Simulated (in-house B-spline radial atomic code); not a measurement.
# La²⁺: density, ELF and screening along the radius

How do the shells of La²⁺ show in real space, and how much do the settings move them?

Program: in-house B-spline radial atomic code version 1. Level of theory: several methods, spin-polarised, as named in each step; spherical all-electron atom at the radial basis limit. These are calculated values, not measurements, unless marked.

### Step 1. The atom as given

- element: lanthanum (Z = 57)
- charge: +2
- electrons: 55
- configuration: [Xe] 5d1
- nucleus: point (non-relativistic runs) or finite (X2C runs)

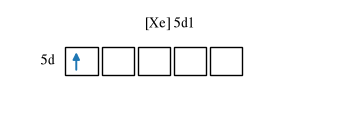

Occupation of the outer shells (arrows by Hund's rule).

Where spins are not typed, each open shell is filled with up spins first.

### Step 2. LDA (VWN5), non-rel.

The run's settings:

```ini
Z = 57
electrons = 55.0
configuration = [Xe] 5d1
hamiltonian = nr
method = lda,vwn
spin_polarised = True
```

Started as:

```bash
$ python run_scf.py task.json out
```

One command runs all members of the session, one after another, from task.json.

From the run's result record (rounded, not every field):

```text
{
  "status": "converged",
  "scf [iteration, energy, orbital gradient]": [
    [1, -8206.16091242, 0.565],
    [2, -8210.99460513, 0.438],
    [3, -8216.79336411, 0.0593],
    [4, -8216.96795018, 0.0132],
    [5, -8216.9721743, 0.00687],
    [6, -8216.97392757, 0.00112],
    [7, -8216.97395233, 9.67e-05],
    [8, -8216.97395257, 1.69e-05],
    [9, -8216.97395258, 7.08e-07],
    [10, -8216.97395258, 3.66e-08]
  ],
  "energy [hartree]": {"total": -8216.97395258, "kinetic": 8213.03635957, "nuclear": -19429.0184615, "coulomb": 3189.42157928, "xc": -190.413429954},
  "orbitals [hartree, bohr; first row names the columns]": [
    ["name", "occ", "eps", "<r>", "<r^2>", "<1/r>", "r_max", "density_at_nucleus", "spin_orbit_zeta"],
    ["1s up", 1.0, -1356.0838, 0.026666, 0.00095075, 56.423, 0.01767, 57757.0, "-"],
    ["1s down", 1.0, -1356.0839, 0.026666, 0.00095075, 56.423, 0.01767, 57757.0, "-"],
    ["2s up", 1.0, -210.29175, 0.1143, 0.015331, 13.012, 0.097297, 6127.4, "-"],
    ["2s down", 1.0, -210.29041, 0.1143, 0.015331, 13.012, 0.097297, 6127.4, "-"],
    ["2p up", 3.0, -198.78576, 0.097141, 0.011459, 13.036, 0.075874, "-", 9.0248],
    ["2p down", 3.0, -198.78473, 0.097141, 0.011459, 13.036, 0.075874, "-", 9.0248],
    ["3s up", 1.0, -45.316569, 0.3002, 0.10274, 4.8083, 0.27474, 1240.0, "-"],
    ["3s down", 1.0, -45.315716, 0.3002, 0.10274, 4.8083, 0.27474, 1240.0, "-"],
    ["3p up", 3.0, -40.356144, 0.29004, 0.097318, 4.7427, 0.26136, "-", 1.7403],
    ["3p down", 3.0, -40.355278, 0.29003, 0.097315, 4.7427, 0.26136, "-", 1.7403],
    ["3d up", 5.0, -31.087094, 0.26065, 0.080011, 4.6247, 0.21087, "-", 0.24992],
    ["3d down", 5.0, -31.085968, 0.26065, 0.08001, 4.6247, 0.21087, "-", 0.24991],
    ["4s up", 1.0, -9.4602878, 0.68465, 0.52851, 2.0302, 0.63637, 285.2, "-"],
    ["4s down", 1.0, -9.4583639, 0.68465, 0.5285, 2.0301, 0.63638, 285.17, "-"],
    ["4p up", 3.0, -7.6273726, 0.70627, 0.56675, 1.9375, 0.64749, "-", 0.37251],
    ["4p down", 3.0, -7.6254236, 0.70625, 0.56669, 1.9375, 0.64751, "-", 0.37248],
    ["4d up", 5.0, -4.4174868, 0.76404, 0.67647, 1.73, 0.66988, "-", 0.043611],
    ["4d down", 5.0, -4.415236, 0.76385, 0.67604, 1.7303, 0.6699, "-", 0.04362],
    ["5s up", 1.0, -1.7850915, 1.6196, 2.9433, 0.8127, 1.4669, 51.069, "-"],
    ["5s down", 1.0, -1.7709619, 1.615, 2.9265, 0.8155, 1.4642, 51.516, "-"],
    ["5p up", 3.0, -1.283062, 1.811, 3.7033, 0.72086, 1.6041, "-", 0.056366],
    ["5p down", 3.0, -1.2662674, 1.8046, 3.678, 0.724, 1.5998, "-", 0.057018],
    ["5d up", 1.0, -0.57312207, 2.5242, 7.3227, 0.50848, 2.109, "-", 0.0037404]
  ],
  "sum_r [bohr^k]": {"-1": 340.86, "1": 35.66377, "2": 48.24698},
  "density_at_nucleus [bohr^-3]": 130921.4,
  "spin_density_at_nucleus [bohr^-3]": -0.467821,
  "mass_velocity [hartree]": -869.4513,
  "darwin [hartree]": 624.2176,
  "radius_at_0.001 [bohr]": 3.917,
  "radius_enclosing_fraction [bohr]": {"0.5": 0.4048, "0.9": 1.622, "0.99": 3.012},
  "slater [hartree]": {
    "F0(5p up,5p up)": 0.49686,
    "F2(5p up,5p up)": 0.26825,
    "F0(5p up,5p down)": 0.49772,
    "F2(5p up,5p down)": 0.26869,
    "F0(5p up,5d up)": 0.40833,
    "F2(5p up,5d up)": 0.2005,
    "G1(5p up,5d up)": 0.2369,
    "G3(5p up,5d up)": 0.14675,
    "F0(5p down,5p down)": 0.49859,
    "F2(5p down,5p down)": 0.26913,
    "F0(5p down,5d up)": 0.40876,
    "F2(5p down,5d up)": 0.20033,
    "F0(5d up,5d up)": 0.35755,
    "F2(5d up,5d up)": 0.18819,
    "F4(5d up,5d up)": 0.12511
  }
}
```

Wall time 0.23 s (1 thread, shared host).

radius_at_0.001 is where the density falls to 0.001 electrons per bohr³.

The record's radial tables, every 2nd point:

| r (bohr) | 4πr²n (1/bohr) | ELF | screened charge r·V (e) | reduced gradient s | 4πr²(n↑−n↓) |
| --- | --- | --- | --- | --- | --- |
| 0.00466 | 21.02 | 0.9987 | 55.43 | 0.4315 | -0.00008 |
| 0.00718 | 37.50 | 0.9971 | 54.62 | 0.4722 | -0.0001360 |
| 0.0111 | 57.72 | 0.9905 | 53.42 | 0.5387 | -0.0002186 |
| 0.0170 | 71.15 | 0.9472 | 51.77 | 0.6359 | -0.0003180 |
| 0.0262 | 68.65 | 0.6447 | 49.46 | 0.7068 | -0.0004840 |
| 0.0403 | 65.13 | 0.3197 | 46.35 | 0.4693 | -0.0005080 |
| 0.0620 | 85.94 | 0.6148 | 42.18 | 0.2799 | 0.002694 |
| 0.0954 | 92.66 | 0.6893 | 37.01 | 0.4463 | 0.01840 |
| 0.147 | 72.19 | 0.3438 | 30.99 | 0.3585 | 0.04030 |
| 0.226 | 82.60 | 0.7054 | 24.37 | 0.2943 | 0.01952 |
| 0.348 | 44.50 | 0.4475 | 18.19 | 0.6791 | 0.007397 |
| 0.536 | 32.33 | 0.5215 | 12.43 | 0.1732 | 0.09033 |
| 0.824 | 24.34 | 0.6750 | 7.590 | 0.6064 | 0.01755 |
| 1.27 | 8.621 | 0.2819 | 4.547 | 0.5177 | 0.1136 |
| 1.95 | 5.336 | 0.7905 | 2.690 | 0.7322 | 0.4804 |
| 3.01 | 0.9800 | 0.2458 | 2.079 | 1.950 | 0.3120 |
| 4.63 | 0.05757 | 0.008238 | 2.004 | 5.645 | 0.04542 |
| 7.12 | 0.0009545 | 0.00009 | 2.000 | 27.83 | 0.0009416 |

### Step 3. PBE, non-rel.

The run's settings:

```ini
Z = 57
electrons = 55.0
configuration = [Xe] 5d1
hamiltonian = nr
method = pbe,pbe
spin_polarised = True
```

Main fields:

```text
{
  "status": "converged",
  "iterations": 10,
  "energy [hartree]": {"total": -8222.73031819, "kinetic": 8220.01314726, "nuclear": -19436.3793426, "coulomb": 3189.87083627, "xc": -196.234959131},
  "orbitals [hartree, bohr; first row names the columns]": [
    ["name", "occ", "eps", "<r>"],
    ["1s up", 1.0, -1357.4115, 0.026647],
    ["1s down", 1.0, -1357.4117, 0.026647],
    ["2s up", 1.0, -210.44859, 0.11422],
    ["2s down", 1.0, -210.44719, 0.11422],
    ["2p up", 3.0, -198.84346, 0.097111],
    ["2p down", 3.0, -198.84247, 0.097111],
    ["3s up", 1.0, -45.356123, 0.29977],
    ["3s down", 1.0, -45.355503, 0.29976],
    ["3p up", 3.0, -40.366942, 0.28974],
    ["3p down", 3.0, -40.366275, 0.28973],
    ["3d up", 5.0, -31.078414, 0.2605],
    ["3d down", 5.0, -31.077354, 0.2605],
    ["4s up", 1.0, -9.4825576, 0.68391],
    ["4s down", 1.0, -9.4808469, 0.68396],
    ["4p up", 3.0, -7.6374391, 0.70564],
    ["4p down", 3.0, -7.635815, 0.70568],
    ["4d up", 5.0, -4.4131688, 0.76342],
    ["4d down", 5.0, -4.4114808, 0.76331],
    ["5s up", 1.0, -1.7787409, 1.6243],
    ["5s down", 1.0, -1.7625353, 1.6177],
    ["5p up", 3.0, -1.2787379, 1.8135],
    ["5p down", 3.0, -1.2586891, 1.8056],
    ["5d up", 1.0, -0.56930663, 2.526]
  ],
  "sum_r [bohr^k]": {"-1": 340.9891, "1": 35.6683, "2": 48.28362}
}
```

It took 0.12 s on 1 thread, shared host.

Fields along the radius, from the same record (one point in 4):

| r (bohr) | 4πr²n (1/bohr) | ELF | screened charge r·V (e) | reduced gradient s | 4πr²(n↑−n↓) |
| --- | --- | --- | --- | --- | --- |
| 0.00467 | 21.12 | 0.9987 | 55.43 | 0.4317 | -0.0001036 |
| 0.0111 | 57.79 | 0.9905 | 53.42 | 0.5389 | -0.0002958 |
| 0.0262 | 68.65 | 0.6442 | 49.46 | 0.7074 | -0.0006457 |
| 0.0620 | 85.99 | 0.6153 | 42.18 | 0.2795 | 0.002146 |
| 0.147 | 72.12 | 0.3431 | 30.99 | 0.3584 | 0.04025 |
| 0.348 | 44.43 | 0.4474 | 18.19 | 0.6823 | 0.007123 |
| 0.825 | 24.31 | 0.6754 | 7.579 | 0.6107 | 0.01724 |
| 1.95 | 5.380 | 0.7937 | 2.689 | 0.7308 | 0.4917 |
| 4.63 | 0.05889 | 0.008318 | 2.004 | 5.474 | 0.04681 |

### Step 4. Hartree-Fock, non-rel.

The run's settings:

```ini
Z = 57
electrons = 55.0
configuration = [Xe] 5d1
hamiltonian = nr
method = hf
spin_polarised = True
```

Main fields:

```text
{
  "status": "converged",
  "iterations": 11,
  "energy [hartree]": {"total": -8220.54887547, "kinetic": 8220.54888102, "nuclear": -19435.1690984, "coulomb": 3187.9684135, "exact_exchange": -193.897071555},
  "orbitals [hartree, bohr; first row names the columns]": [
    ["name", "occ", "eps", "<r>"],
    ["1s up", 1.0, -1372.7229, 0.026644],
    ["1s down", 1.0, -1372.7233, 0.026644],
    ["2s up", 1.0, -216.71967, 0.1141],
    ["2s down", 1.0, -216.71722, 0.1141],
    ["2p up", 3.0, -204.35059, 0.097171],
    ["2p down", 3.0, -204.34826, 0.097171],
    ["3s up", 1.0, -48.285532, 0.2983],
    ["3s down", 1.0, -48.284815, 0.29829],
    ["3p up", 3.0, -42.901111, 0.28868],
    ["3p down", 3.0, -42.90026, 0.28867],
    ["3d up", 5.0, -32.996651, 0.25969],
    ["3d down", 5.0, -32.994077, 0.2597],
    ["4s up", 1.0, -10.785978, 0.68172],
    ["4s down", 1.0, -10.782879, 0.68177],
    ["4p up", 3.0, -8.7009892, 0.70418],
    ["4p down", 3.0, -8.6974078, 0.70428],
    ["4d up", 5.0, -4.9965462, 0.76391],
    ["4d down", 5.0, -4.9910739, 0.76408],
    ["5s up", 1.0, -2.1493926, 1.6434],
    ["5s down", 1.0, -2.121699, 1.6334],
    ["5p up", 3.0, -1.5040837, 1.8268],
    ["5p down", 3.0, -1.4626837, 1.8138],
    ["5d up", 1.0, -0.69619498, 2.5608]
  ],
  "sum_r [bohr^k]": {"-1": 340.9679, "1": 35.7782, "2": 48.75231}
}
```

Wall time 0.19 s (1 thread, shared host).

Fields along the radius, from the same record (one point in 4):

| r (bohr) | 4πr²n (1/bohr) | ELF | screened charge r·V (e) | reduced gradient s | 4πr²(n↑−n↓) |
| --- | --- | --- | --- | --- | --- |
| 0.00468 | 21.19 | 0.9987 | 55.43 | 0.4315 | -0.0001440 |
| 0.0111 | 57.82 | 0.9906 | 53.42 | 0.5386 | -0.0004096 |
| 0.0263 | 68.57 | 0.6397 | 49.44 | 0.7079 | -0.0009297 |
| 0.0625 | 86.50 | 0.6228 | 42.09 | 0.2801 | 0.001225 |
| 0.148 | 71.97 | 0.3412 | 30.89 | 0.3520 | 0.03881 |
| 0.351 | 43.36 | 0.4284 | 18.09 | 0.6910 | 0.007091 |
| 0.834 | 23.76 | 0.6674 | 7.508 | 0.6248 | 0.01331 |
| 1.98 | 5.207 | 0.7973 | 2.667 | 0.7453 | 0.4817 |
| 4.69 | 0.05587 | 0.008104 | 2.004 | 5.617 | 0.04590 |

### Step 5. SCAN, non-rel.

The run's settings:

```ini
Z = 57
electrons = 55.0
configuration = [Xe] 5d1
hamiltonian = nr
method = scan,scan
spin_polarised = True
```

Main fields:

```text
{
  "status": "converged",
  "iterations": 9,
  "energy [hartree]": {"total": -8223.79526199, "kinetic": 8221.12764284, "nuclear": -19436.7873638, "coulomb": 3189.18219735, "xc": -197.317738413},
  "orbitals [hartree, bohr; first row names the columns]": [
    ["name", "occ", "eps", "<r>"],
    ["1s up", 1.0, -1359.5779, 0.026649],
    ["1s down", 1.0, -1359.5781, 0.026649],
    ["2s up", 1.0, -211.44543, 0.11415],
    ["2s down", 1.0, -211.44441, 0.11415],
    ["2p up", 3.0, -199.6346, 0.097117],
    ["2p down", 3.0, -199.63371, 0.097117],
    ["3s up", 1.0, -45.854113, 0.29906],
    ["3s down", 1.0, -45.853409, 0.29906],
    ["3p up", 3.0, -40.744183, 0.28939],
    ["3p down", 3.0, -40.743439, 0.28939],
    ["3d up", 5.0, -31.287057, 0.26058],
    ["3d down", 5.0, -31.285939, 0.26058],
    ["4s up", 1.0, -9.6963909, 0.68329],
    ["4s down", 1.0, -9.6942351, 0.68341],
    ["4p up", 3.0, -7.7879264, 0.70556],
    ["4p down", 3.0, -7.7859039, 0.70569],
    ["4d up", 5.0, -4.4714765, 0.76422],
    ["4d down", 5.0, -4.4694463, 0.76426],
    ["5s up", 1.0, -1.8183102, 1.6328],
    ["5s down", 1.0, -1.8008447, 1.6244],
    ["5p up", 3.0, -1.301352, 1.8181],
    ["5p down", 3.0, -1.2774093, 1.8032],
    ["5d up", 1.0, -0.55905901, 2.5129]
  ],
  "sum_r [bohr^k]": {"-1": 340.9963, "1": 35.68159, "2": 48.27315}
}
```

It took 0.2 s on 1 thread, shared host.

Meta-GGA runs start from a PBE run whose iterations are not counted.

Fields along the radius, from the same record (one point in 4):

| r (bohr) | 4πr²n (1/bohr) | ELF | screened charge r·V (e) | reduced gradient s | 4πr²(n↑−n↓) |
| --- | --- | --- | --- | --- | --- |
| 0.00466 | 21.06 | 0.9987 | 55.43 | 0.4313 | -0.0001285 |
| 0.0110 | 57.41 | 0.9908 | 53.45 | 0.5370 | -0.0003774 |
| 0.0261 | 68.74 | 0.6489 | 49.49 | 0.7080 | -0.0009938 |
| 0.0619 | 85.93 | 0.6143 | 42.20 | 0.2786 | 0.001203 |
| 0.147 | 72.04 | 0.3427 | 30.99 | 0.3583 | 0.04105 |
| 0.347 | 44.68 | 0.4527 | 18.23 | 0.6843 | 0.006689 |
| 0.822 | 24.54 | 0.6809 | 7.618 | 0.6088 | 0.02141 |
| 1.95 | 5.404 | 0.7985 | 2.689 | 0.7276 | 0.4944 |
| 4.61 | 0.05838 | 0.008150 | 2.004 | 5.572 | 0.04682 |

### Step 6. The runs side by side

| run | total energy (hartree) | highest level (eV) | radius holding 50 / 90 / 99 % (bohr) | radius at n = 0.001 (bohr) | ELF minima on the full grid (bohr) |
| --- | --- | --- | --- | --- | --- |
| LDA (VWN5), non-rel. | -8216.9740 | -15.595 | 0.405 / 1.62 / 3.01 | 3.92 | 0.040, 0.15, 0.43, 1.3 |
| PBE, non-rel. | -8222.7303 | -15.492 | 0.405 / 1.62 / 3.01 | 3.92 | 0.040, 0.15, 0.43, 1.3 |
| Hartree-Fock, non-rel. | -8220.5489 | -18.944 | 0.405 / 1.63 / 3.03 | 3.94 | 0.041, 0.15, 0.44, 1.3 |
| SCAN, non-rel. | -8223.7953 | -15.213 | 0.405 / 1.63 / 3.00 | 3.90 | 0.040, 0.15, 0.43, 1.3 |

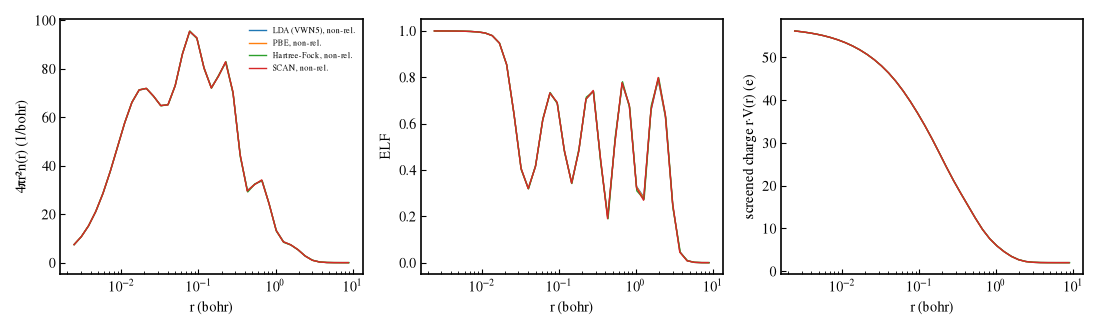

Radial density, ELF and screened nuclear charge of all runs.

In the first run ELF has 4 minima on the grid, which mark the borders between shells. On the record's full grid the screened charge (r times the electrostatic potential) falls from 56.9 near the nucleus to 2.00 at 8.8 bohr; far out it tends to the net charge, 2. The grid is coarse (about 24 % a step), so the places of minima are rough.

Members of this set that are not shown: 1 used exact exchange with fractional occupations of an open shell, which is unsound here.
